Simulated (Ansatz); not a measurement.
# A hypothetical structure for EuSn2Pb2

Starting from a made-up structure for EuSn2Pb2, the aim is the relaxed cell, its shortest contacts and, where a second run follows, its electronic structure.

Calculated with Ansatz 0.2.0; DFT, PBEsol, plane-wave PAW, default files, scalar-relativistic, ferromagnetic start, cell and ions relaxed at zero pressure, in the first sound run; inputs show where later runs differ.

## Step 1: The structure

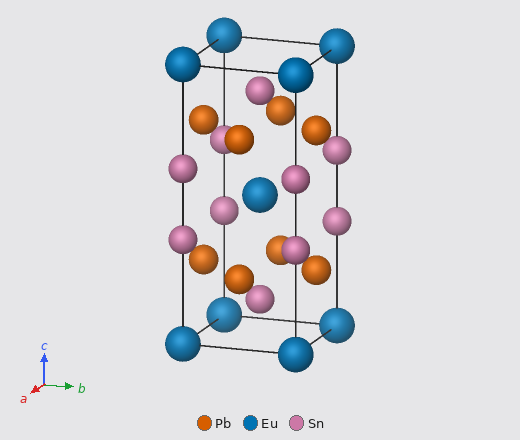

The starting structure, seen slightly off an axis (lead orange, europium blue, tin pink). This picture shows the conventional cell, with its axes. Some periodic images of atoms are drawn too.

## Step 2: Relaxing cell and atoms

The guessed cell has no reason to be at equilibrium. It is relaxed with the atoms, within the space group of the guess.

File input.yaml:

```yaml
crystal:
  lattice:
    - [-2.481, 2.481, 5.975]
    - [2.481, -2.481, 5.975]
    - [2.481, 2.481, -5.975]
  atoms:
    - { symbol: Pb, position: [0.25, 0.75, 0.5] }
    - { symbol: Pb, position: [0.75, 0.25, 0.5] }
    - { symbol: Eu, position: [0.0, 0.0, 0.0], spin: 7.0 }
    - { symbol: Sn, position: [0.6269, 0.6269, 0.0] }
    - { symbol: Sn, position: [0.3731, 0.3731, 0.0] }
magnetization:
  spin_polarized: true
kpoints:
  mp_grid: { grid: [8, 8, 8] }
scf:
  occupations: { method: fermi_dirac, width: 0.05 }
hamiltonian:
  xc: pbesol
  pseudopotentials: { kind: paw }
relax:
  f_tol: 0.015
  max_steps: 70
  cell: {}
output:
  forces: true
  stress: true
```

Command:

```bash
> ansatz run input.yaml --threads 4 --pin off --max-ram 10240MiB --backend cpu --events-out ev --progress --plain --runs-dir out
```

Numbers of over 12 decimals in the logs are rounded to 6 here.

Log:

```text
Engine: ansatz 0.2.0, x86_64-unknown-linux-gnu
Pseudopotentials: kind: paw
Pseudopotential: Pb, paw, valence charge 14, recommended cutoff 420 eV (normal), Pb.paw.azcp
Pseudopotential: Eu, paw, valence charge 17, recommended cutoff 420 eV (normal), Eu.paw.azcp
Pseudopotential: Sn, paw, valence charge 14, recommended cutoff 420 eV (normal), Sn.paw.azcp
Functional definition: PBEsol
  exchange = pbesol_x
  correlation = pbesol_c
Crystal: 5 atoms, lattice volume = 147.113 Å³
Basis set: ecut = 420 eV, 2887 PW (Γ), exchange–correlation on 96×96×96 points (8 copies of the dense FFT grid, shifted against one another)
Bands: 48, of which v1, the nominal top of the filled ones, is band 37 counted from 1 (36 counted from 0)
Symmetry: 16 space group operations
Space group: I4/mmm (ITA 139), of the structure as read, at distance tolerance 5.3e-5 Å
Magnetic group: BNS 139.531 (UNI 1191), of the structure as read, at distance tolerance 5.3e-5 Å
k-points: 59 of 512
Non-local potential: Pb, projectors of the file, l = 0: 2, l = 1: 2, l = 2: 2, l = 3: 2
Non-local potential: Eu, projectors of the file, l = 0: 3, l = 1: 2, l = 2: 2, l = 3: 3
Non-local potential: Sn, projectors of the file, l = 0: 2, l = 1: 2, l = 2: 2, l = 3: 2
PAW form: soft (Blöchl's): semilocal exchange-correlation on the pseudo side does not see the compensation charge
PAW frozen core: Pb, regenerated for the run's functional, and the local potential with it (the file was generated under x = pbe(κ = 0.804, μ = 0.219515), c = pbe(β = 0.066725))
PAW frozen core: Eu, regenerated for the run's functional, and the local potential with it (the file was generated under x = pbe(κ = 0.804, μ = 0.219515), c = pbe(β = 0.066725))
PAW frozen core: Sn, regenerated for the run's functional, and the local potential with it (the file was generated under x = pbe(κ = 0.804, μ = 0.219515), c = pbe(β = 0.066725))
PAW one-centre angular grid: Pb, 590 points (default); XC on 64 Gauss nodes
PAW one-centre angular grid: Eu, 590 points (default); XC on 64 Gauss nodes
PAW one-centre angular grid: Sn, 590 points (default); XC on 64 Gauss nodes
Initial density: superposition of atomic densities (chi_scale 0.1, normalization cell)
Starting moments: Σ|m| = 7 μB on 1 of 5 sites
Initial wavefunctions: pseudopotential atomic-orbital guess
Functional: x = pbesol(κ = 0.804, μ = 0.123457), c = pbesol(β = 0.046)
iter 1 solved again at ethr=1.14e-3 eV; its pass at ethr=3.10e-3 eV (dr2=8.32e-1 eV) is discarded
SCF iter   1: F=—  HF=-44072.720928 eV  |F-HF|=—  |Δ(HF+E_count)|=         —  Δρ=2.84e-2 (↑2.84e-2 ↓1.28e-2)  dr2=8.33e-1  dr2_m=4.58e-1  M=6.844 μB ∫|m|=6.946 μB  β_m=0.30  ethr=1.14e-3  ⟨swp⟩=1.1  Hψ=29770  notcnv=0
Mixer restart at iter 1: flushing history
preconditioner: auto → Kerker (q_TF=auto, 2.428 Å⁻¹)  [metal: Δε(μ)=0.009 eV  Ē_g=16.597 eV  σ=0.050 eV  W_gap=0.05  n_scr=32 (ndim 8)  ℏωp=25.8 eV  f_vac=0.000  D(μ)=6.28/eV (n_scr^D=52)]
spin=Collinear: Kerker preconditioning applied to the charge; magnetization (m = ρ↑ − ρ↓) channel mixes plain (no charge-response kernel on spin).
SCF iter   2: F=—  HF=-44072.988365 eV  |F-HF|=—  |Δ(HF+E_count)|=   2.67e-1  Δρ=1.87e-2 (↑1.87e-2 ↓9.32e-3)  dr2=4.50e-1  dr2_m=2.03e-1  M=6.847 μB ∫|m|=6.950 μB  β_m=0.52  ethr=1.14e-3  ⟨swp⟩=2.7  Hψ=9393  notcnv=0
SCF iter   3: F=—  HF=-44073.441374 eV  |F-HF|=—  |Δ(HF+E_count)|=   4.53e-1  Δρ=1.11e-2 (↑1.11e-2 ↓3.00e-3)  dr2=1.60e-1  dr2_m=4.86e-2  M=6.924 μB ∫|m|=7.047 μB  β_m=0.65  ethr=6.16e-4  ⟨swp⟩=2.8  Hψ=11758  notcnv=0  defer=57
SCF iter   4: F=—  HF=-44073.770954 eV  |F-HF|=—  |Δ(HF+E_count)|=   3.30e-1  Δρ=4.82e-3 (↑4.82e-3 ↓1.73e-3)  dr2=7.77e-2  dr2_m=5.00e-3  M=7.027 μB ∫|m|=7.146 μB  β_m=0.83  ethr=2.19e-4  ⟨swp⟩=3.7  Hψ=12981  notcnv=0  defer=68
SCF iter   5: F=—  HF=-44073.854294 eV  |F-HF|=—  |Δ(HF+E_count)|=   8.33e-2  Δρ=1.82e-3 (↑1.82e-3 ↓8.10e-4)  dr2=1.91e-2  dr2_m=6.70e-4  M=7.086 μB ∫|m|=7.201 μB  β_m=0.86  ethr=1.06e-4  ⟨swp⟩=3.8  Hψ=13669  notcnv=0  defer=151
SCF iter   6: F=—  HF=-44073.852498 eV  |F-HF|=—  |Δ(HF+E_count)|=   1.80e-3  Δρ=4.28e-4 (↑3.54e-4 ↓4.28e-4)  dr2=1.31e-3  dr2_m=3.09e-5  M=7.081 μB ∫|m|=7.193 μB  β_m=0.93  ethr=2.61e-5  ⟨swp⟩=2.9  Hψ=11604  notcnv=0  defer=299
SCF iter   7: F=—  HF=-44073.852438 eV  |F-HF|=—  |Δ(HF+E_count)|=   6.01e-5  Δρ=1.67e-4 (↑1.67e-4 ↓1.41e-4)  dr2=2.02e-4  dr2_m=5.33e-6  M=7.076 μB ∫|m|=7.188 μB  β_m=0.96  ethr=1.80e-6  ⟨swp⟩=2.1  Hψ=10003  notcnv=0  defer=300
SCF iter   8: F=—  HF=-44073.852415 eV  |F-HF|=—  |Δ(HF+E_count)|=   2.29e-5  Δρ=1.01e-4 (↑1.01e-4 ↓3.85e-5)  dr2=3.53e-5  dr2_m=3.52e-6  M=7.077 μB ∫|m|=7.189 μB  β_m=0.98  ethr=2.76e-7  ⟨swp⟩=2.0  Hψ=10315  notcnv=0  defer=325
SCF iter   9: F=—  HF=-44073.853792 eV  |F-HF|=—  |Δ(HF+E_count)|=   1.38e-3  Δρ=5.48e-5 (↑5.48e-5 ↓1.38e-5)  dr2=7.52e-6  dr2_m=9.29e-7  M=7.077 μB ∫|m|=7.189 μB  β_m=0.99  ethr=4.84e-8  ⟨swp⟩=2.0  Hψ=9954  notcnv=0  defer=308
SCF iter  10: F=—  HF=-44073.853796 eV  |F-HF|=—  |Δ(HF+E_count)|=   4.21e-6  Δρ=1.26e-5 (↑1.26e-5 ↓4.54e-6)  dr2=3.17e-7  dr2_m=5.91e-8  M=7.077 μB ∫|m|=7.189 μB  β_m=1.00  ethr=1.03e-8  ⟨swp⟩=2.0  Hψ=10022  notcnv=0  defer=302
SCF iter  11: F=—  HF=-44073.853797 eV  |F-HF|=—  |Δ(HF+E_count)|=   2.64e-7  Δρ=4.29e-6 (↑4.29e-6 ↓1.83e-6)  dr2=7.12e-8  dr2_m=4.57e-9  M=7.077 μB ∫|m|=7.189 μB  β_m=0.96  ethr=4.34e-10  ⟨swp⟩=2.0  Hψ=10007  notcnv=0  defer=302
SCF iter  12: F=-44073.853797 eV  HF=-44073.853797 eV  |F-HF|=1.73e-8  |Δ(HF+E_count)|=   1.25e-8  Δρ=3.08e-6 (↑3.08e-6 ↓8.82e-7)  dr2=2.32e-8  dr2_m=2.49e-9  M=7.077 μB ∫|m|=7.189 μB  ethr=9.76e-11  ⟨swp⟩=2.5  Hψ=19640  notcnv=0
SCF 1 converged in 12 iterations: F = -44073.853797 eV  dr2 = 2.32e-8
  greatest PAW one-centre occupation: 1.000 electrons in one spin orbital (limit 2), on the Eu atom at site 2 (counted from 0), in its partial waves of l = 0
relax step   1: F+E_penalty+E_count = -44073.85379654 eV  Δ(F+E_penalty+E_count) = +0.000e0 eV  max|allowed force component| = 2.008e0 eV/Å  Δτ_max = 0.0000 Å  P = +7.205 GPa  Ω = 147.113 Å³  (12 SCF iters, dr2 threshold 1.00e-7 eV, accepted)
Crystal: 5 atoms, lattice volume = 158.481 Å³
Basis set: ecut = 420 eV, 3053 PW (Γ), exchange–correlation on 96×96×96 points (8 copies of the dense FFT grid, shifted against one another)
Initial density: handed on by an earlier stage of this run
Starting moments: Σ|m| = 7 μB on 1 of 5 sites; this step starts from the density that it was given
Initial wavefunctions: those handed on with the density
iter 1 solved again at ethr=1.07e-4 eV; its pass at ethr=3.10e-3 eV (dr2=7.85e-2 eV) is discarded
[...]
relax step   5: F+E_penalty+E_count = -44074.77785773 eV  Δ(F+E_penalty+E_count) = -9.809e-2 eV  max|allowed force component| = 6.568e-3 eV/Å  Δτ_max = 0.0612 Å  P = -1.152 GPa  Ω = 166.111 Å³  energy of the carried Pulay correction = -5.112e-3 eV  (10 SCF iters, dr2 threshold 5.00e-7 eV, accepted)
relax step   6: F+E_penalty+E_count = -44074.85384241 eV  Δ(F+E_penalty+E_count) = -7.598e-2 eV  max|allowed force component| = 1.305e-1 eV/Å  Δτ_max = 0.0608 Å  P = -0.619 GPa  Ω = 160.549 Å³  energy of the carried Pulay correction = -3.720e-3 eV  (11 SCF iters, dr2 threshold 5.00e-7 eV, accepted)
relax step   7: F+E_penalty+E_count = -44074.86034906 eV  Δ(F+E_penalty+E_count) = -6.507e-3 eV  max|allowed force component| = 1.154e-2 eV/Å  Δτ_max = 0.0041 Å  P = +0.075 GPa  Ω = 157.857 Å³  energy of the carried Pulay correction = -3.018e-3 eV  (9 SCF iters, dr2 threshold 5.00e-7 eV, accepted)
relax step   8: F+E_penalty+E_count = -44074.86034044 eV  Δ(F+E_penalty+E_count) = +8.623e-6 eV  max|allowed force component| = 5.553e-3 eV/Å  Δτ_max = 0.0027 Å  P = +0.003 GPa  Ω = 158.223 Å³  energy of the carried Pulay correction = -3.114e-3 eV  (9 SCF iters, dr2 threshold 1.57e-8 eV, accepted)
relax step   9: F+E_penalty+E_count = -44074.88219495 eV  Δ(F+E_penalty+E_count) = -2.185e-2 eV  max|allowed force component| = 1.291e-2 eV/Å  Δτ_max = 0.0000 Å  P = +0.247 GPa  Ω = 158.223 Å³  stress off target by 7.26e-1 GPa  SCF on the basis re-selected at this cell (its energy is not comparable with the rows above)  (11 SCF iters)
relax step  10: F+E_penalty+E_count = -44074.88810826 eV  Δ(F+E_penalty+E_count) = -5.913e-3 eV  max|allowed force component| = 9.644e-3 eV/Å  Δτ_max = 0.0106 Å  P = +0.025 GPa  Ω = 158.555 Å³  energy of the carried Pulay correction = -1.195e-4 eV  (9 SCF iters, dr2 threshold 5.00e-7 eV, accepted)
relax step  11: F+E_penalty+E_count = -44074.88876398 eV  Δ(F+E_penalty+E_count) = -6.557e-4 eV  max|allowed force component| = 2.290e-3 eV/Å  Δτ_max = 0.0028 Å  P = +0.013 GPa  Ω = 158.423 Å³  energy of the carried Pulay correction = -1.026e-4 eV  (9 SCF iters, dr2 threshold 8.67e-8 eV, accepted)
iter 1 solved again at ethr=9.61e-8 eV; its pass at ethr=3.10e-3 eV (dr2=7.01e-5 eV) is discarded
SCF iter   1: F=—  HF=-44074.888922 eV  |F-HF|=—  |Δ(HF+E_count)|=         —  Δρ=1.41e-5 (↑1.20e-5 ↓1.41e-5)  dr2=8.35e-8  dr2_m=1.08e-7  M=7.059 μB ∫|m|=7.131 μB  β_m=0.65  ethr=9.61e-8  ⟨swp⟩=4.2  Hψ=41266  notcnv=0
preconditioner: auto → Kerker (q_TF=auto, 2.398 Å⁻¹)  [metal: Δε(μ)=0.021 eV  Ē_g=16.442 eV  σ=0.050 eV  W_gap=0.10  n_scr=32 (ndim 8)  ℏωp=24.9 eV  f_vac=0.000  D(μ)=2.64/eV (n_scr^D=12)]
spin=Collinear: Kerker preconditioning applied to the charge; magnetization (m = ρ↑ − ρ↓) channel mixes plain (no charge-response kernel on spin).
SCF iter   2: F=—  HF=-44074.888893 eV  |F-HF|=—  |Δ(HF+E_count)|=   2.95e-5  Δρ=5.66e-6 (↑4.70e-6 ↓5.66e-6)  dr2=1.76e-8  dr2_m=1.63e-8  M=7.059 μB ∫|m|=7.131 μB  β_m=0.65  ethr=1.14e-10  ⟨swp⟩=3.0  Hψ=11715  notcnv=0
SCF iter   3: F=—  HF=-44074.888893 eV  |F-HF|=—  |Δ(HF+E_count)|=   4.63e-8  Δρ=5.61e-7 (↑5.61e-7 ↓4.45e-7)  dr2=4.10e-10  dr2_m=1.65e-10  M=7.059 μB ∫|m|=7.131 μB  β_m=0.61  ethr=2.41e-11  ⟨swp⟩=2.0  Hψ=9976  notcnv=0
SCF iter   4: F=—  HF=-44074.888893 eV  |F-HF|=—  |Δ(HF+E_count)|=   8.26e-9  Δρ=2.19e-7 (↑1.96e-7 ↓2.19e-7)  dr2=2.60e-10  dr2_m=1.21e-11  M=7.059 μB ∫|m|=7.131 μB  β_m=0.60  ethr=1.00e-12  ⟨swp⟩=2.0  Hψ=8989  notcnv=0
SCF iter   5: F=—  HF=-44074.888893 eV  |F-HF|=—  |Δ(HF+E_count)|=  4.37e-11  Δρ=9.87e-8 (↑9.36e-8 ↓9.87e-8)  dr2=3.81e-11  dr2_m=5.23e-12  M=7.059 μB ∫|m|=7.131 μB  β_m=0.80  ethr=1.00e-12  ⟨swp⟩=1.5  Hψ=6077  notcnv=0
SCF iter   6: F=—  HF=-44074.888893 eV  |F-HF|=—  |Δ(HF+E_count)|=  5.09e-11  Δρ=9.69e-8 (↑9.69e-8 ↓3.42e-8)  dr2=1.47e-11  dr2_m=3.40e-12  M=7.059 μB ∫|m|=7.131 μB  β_m=0.90  ethr=1.00e-12  ⟨swp⟩=1.0  Hψ=5664  notcnv=0
SCF iter   7: F=—  HF=-44074.888893 eV  |F-HF|=—  |Δ(HF+E_count)|=  2.18e-11  Δρ=6.40e-8 (↑6.40e-8 ↓1.31e-8)  dr2=8.84e-12  dr2_m=1.21e-12  M=7.059 μB ∫|m|=7.131 μB  β_m=0.95  ethr=1.00e-12  ⟨swp⟩=1.0  Hψ=5664  notcnv=0
SCF iter   8: F=-44074.888893 eV  HF=-44074.888893 eV  |F-HF|=3.64e-11  |Δ(HF+E_count)|=    0.00e0  Δρ=1.13e-7 (↑1.13e-7 ↓6.08e-9)  dr2=2.49e-11  dr2_m=4.52e-12  M=7.059 μB ∫|m|=7.131 μB  ethr=1.00e-12  ⟨swp⟩=3.0  Hψ=19287  notcnv=0
SCF 12 converged in 8 iterations: F = -44074.888893 eV  dr2 = 2.49e-11
relax step  12: F+E_penalty+E_count = -44074.88889255 eV  Δ(F+E_penalty+E_count) = -1.286e-4 eV  max|allowed force component| = 2.469e-3 eV/Å  Δτ_max = 0.0000 Å  P = +0.012 GPa  Ω = 158.423 Å³  stress off target by 3.41e-2 GPa  SCF on the basis re-selected at this cell (its energy is not comparable with the rows above)  (8 SCF iters)
basis re-selected at this cell: Δ(F+E_penalty+E_count) = -1.286e-4 eV, ΔP = -0.001 GPa vs the last step (what re-selecting the basis moved, of the pressure what is left beyond the Pulay correction that the steps carried, after the strain that the cell walked since its last selection, with what the two solves' SCF thresholds leave and, on support functions, any second-order correction that the steps lacked; it is no m [...]
SCF converged after 8 iterations
Magnetization: 7.0591 μB (40.0296 up, 32.9704 down)
Absolute magnetization: 7.1295 μB (∫|ρ↑−ρ↓|, with the PAW one-centre terms)
Spin contamination: 0.0511 ħ² per cell (⟨S²⟩ above its minimum at these occupations)
Per-site moments (μB) at R_I (Å): [(-0.00119507, 1.331061), (-0.00119507, 1.331061), (6.890039, 1.480409), (-0.00381047, 1.158274), (-0.00381047, 1.158274)]
Free energy (F): -44074.888893 eV
Harris-Foulkes:  -44074.888893 eV  (|F-HF|=3.64e-11)
Internal energy: -44074.865420 eV  (E = F + TS)
E sigma→0 (E₀):  -44074.877156 eV
Entropy (-TS):   -0.023473 eV (-4.695 meV/atom)
Fermi energy:    10.106580 eV
--- Per-component energies (eV) ---
  E_band       = -303.327477
  E_kinetic    = 1304.498802
  E_local      = -6080.049057  (includes V_loc(G=0)·N_el)
  E_nonlocal   = 1119.857951
  E_hartree    = 2809.571456
  E_xc         = -1372.810346
  E_vxc        = -662.105100  (∫ρ·V_xc dr)
  E_paw        = -34929.267539  (= ΣΔE_a)
  E_vpaw       = -1604.673319  (= ΣTr[D̂ρ^β])
  E_aug_tail   = 0.000095  (compensation charges beyond the density's cutoff)
  E_ewald      = -6927.947526
  E_core_change = 1.280744  (= ΣΔE_core)
  E_smearing   = -0.023473  (= −TS)
  E_closure    = 0.000000  (closes the sum)
  Σ components = -44074.888893   (vs F -44074.888893, Δ=0.00e0)
--- Forces (eV/Å), atoms counted from 1 ---
  atom   1  Pb     0.00000000     0.00000000    -0.00000000
  atom   2  Pb    -0.00000000     0.00000000     0.00000000
  atom   3  Eu    -0.00000000     0.00000000    -0.00000000
  atom   4  Sn     0.00000000     0.00000000    -0.00246905
  atom   5  Sn    -0.00000000     0.00000000     0.00246905
  max |Σ_I F_I| component: 6.94e-17 eV/Å
--- Stress (GPa, compression-positive) ---
        0.000825      -0.000000      -0.000000
       -0.000000       0.000825       0.000000
       -0.000000       0.000000       0.034095
  P = ⅓ Tr σ = 0.0119 GPa (0.119 kbar)
--- Relaxed structure (10 steps of the walk, 10 accepted, 2 SCFs on fresh bases) ---
  F+E_penalty+E_count = -44074.88889255 eV   max|allowed force component| = 2.469e-3 eV/Å   (the final SCF, on the basis selected at the relaxed cell)
  cell:  # Å, volume = 158.4229 Å³
    - [-2.335472, 2.335472, 7.261206]
    - [2.335472, -2.335472, 7.261206]
    - [2.335472, 2.335472, -7.261206]
  atoms:
    - { symbol: Pb, position: [0.25, 0.75, 0.500000] }
    - { symbol: Pb, position: [0.75, 0.25, 0.500000] }
    - { symbol: Eu, position: [-1.8871468776316692e-19, -1.8871468776316721e-19, 0] }
    - { symbol: Sn, position: [0.596676, 0.596676, 0] }
    - { symbol: Sn, position: [0.403324, 0.403324, 0] }
```

Wall time 2.1 min (4 threads of Intel Xeon Platinum 8488C (Sapphire Rapids), shared host); peak memory 1.2 GiB.

The steps of the relaxation:

| step | energy less that of the first step (eV) | largest force component (eV/Å) | pressure (GPa) | volume (Å³) |
| --- | --- | --- | --- | --- |
| 1 | 0.0000 | 2.0077 | 7.21 | 147.11 |
| 2 | -0.6433 | 0.4683 | 1.87 | 158.48 |
| 3 | -0.7432 | 0.2127 | 0.26 | 163.89 |
| 4 | -0.8260 | 0.1189 | -0.89 | 167.40 |
| 5 | -0.9241 | 0.0066 | -1.15 | 166.11 |
| 6 | -1.0000 | 0.1305 | -0.62 | 160.55 |
| 7 | -1.0066 | 0.0115 | 0.08 | 157.86 |
| 8 | -1.0065 | 0.0056 | 0.00 | 158.22 |
| 9* | -1.0284 | 0.0129 | 0.25 | 158.22 |
| 10 | -1.0343 | 0.0096 | 0.02 | 158.56 |
| 11 | -1.0350 | 0.0023 | 0.01 | 158.42 |
| 12* | -1.0351 | 0.0025 | 0.01 | 158.42 |

Relaxation steps marked * repeat the geometry before them on a plane-wave basis chosen anew for their cell, so energy and pressure can jump there.

Forces are held to the 16 operations that the run works with; a distortion that breaks them can't arise in this run.

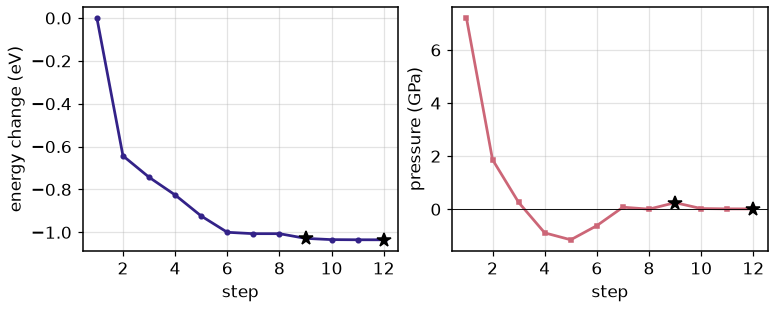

Energy and pressure along the relaxation. Stars mark steps on a basis chosen anew.

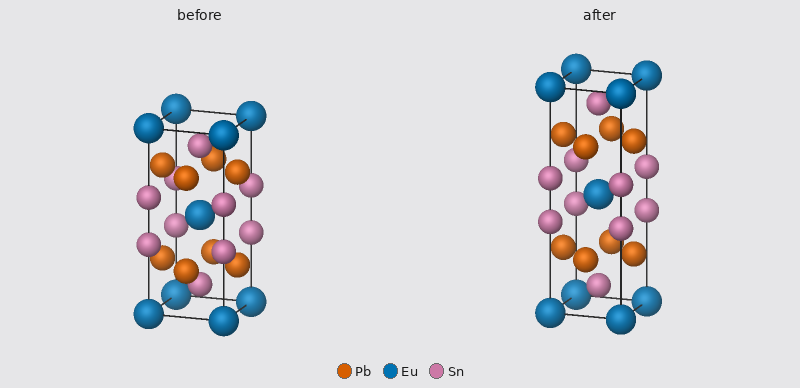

The structure before and after the relaxation, drawn at the same scale.

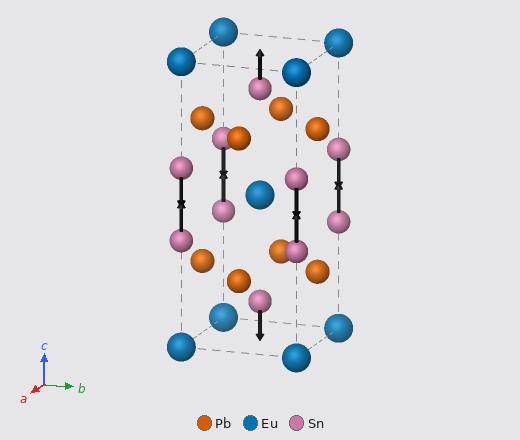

Displacements in the relaxation, exaggerated, measured against the changing cell; the longest in the cell stands for 0.44 Å. Some periodic images of atoms are drawn too.

| cell as run | before | after | change |
| --- | --- | --- | --- |
| a (Å) | 6.929 | 7.977 | +15.1 % |
| b (Å) | 6.929 | 7.977 | +15.1 % |
| c (Å) | 6.929 | 7.977 | +15.1 % |
| α (°) | 138.04 | 145.95 | +5.7 % |
| β (°) | 138.04 | 145.95 | +5.7 % |
| γ (°) | 60.84 | 48.92 | -19.6 % |
| volume (Å³/atom) | 29.42 | 31.68 | +7.7 % |

The atoms that moved most (Å, as changes of fractional coordinates times the final cell):

| atom | dx | dy | dz | length |
| --- | --- | --- | --- | --- |
| Sn4 | 0.000 | 0.000 | -0.439 | 0.439 |
| Sn5 | 0.000 | 0.000 | 0.439 | 0.439 |

Final coordinates:

```xyz
5
Lattice="-2.3355 2.3355 7.2612 2.3355 -2.3355 7.2612 2.3355 2.3355 -7.2612" Properties=species:S:1:pos:R:3 pbc="T T T"
Pb    2.3355    0.0000    3.6306
Pb    0.0000    2.3355    3.6306
Eu    0.0000    0.0000    0.0000
Sn    0.0000    0.0000    8.6652
Sn    0.0000    0.0000    5.8572
```

This step gave:

```
free energy             : -44074.8889 eV
energy at zero smearing : -44074.8772 eV
smearing term TS        : 0.02347 eV
Fermi energy            : 10.11 eV
magnetization           : 7.059 μB
absolute magnetization  : 7.129 μB
site moments            : -0.001195, -0.001195, 6.890, -0.003810, -0.003810 μB
electrons               : 73
symmetry operations     : 16
pressure                : 0.01192 GPa
```

Site moment by atom:

| atom | site moment (μB) |
| --- | --- |
| Pb1 | 0.00 |
| Pb2 | 0.00 |
| Eu3 | 6.89 |
| Sn4 | 0.00 |
| Sn5 | 0.00 |

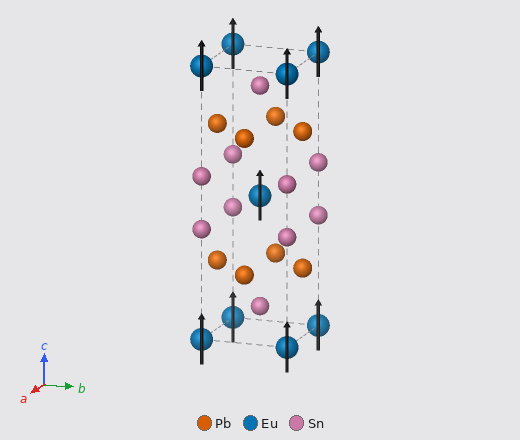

Site moment as arrows, the longest 6.89 μB. Up and down stand for the sign. Arrows give size and sign along the axis of quantisation, drawn up and down the page. Some periodic images of atoms are drawn too.

The shortest distance of each pair, which need not be the same contact before and after:

| pair | guess (Å) | relaxed (Å) |
| --- | --- | --- |
| Sn–Sn | 3.033 | 2.808 |
| Pb–Sn | 2.884 | 3.227 |
| Pb–Pb | 3.509 | 3.303 |
| Eu–Sn | 3.822 | 3.589 |
| Eu–Pb | 3.883 | 4.317 |

The relaxation ends with a largest force component of 0.0025 eV/Å and a pressure of 0.01 GPa.

[end of part 1 of 2]

[Logs are printed without paths, hosts, clocks, repeated set-up lines and the standing remarks that a program may print on its own settings, such as how far it seeks lower states.]

[Hosts, paths, dates, database ids (printed as entryN), source tags and the programs' standing remarks are cut or masked in the printed files.]
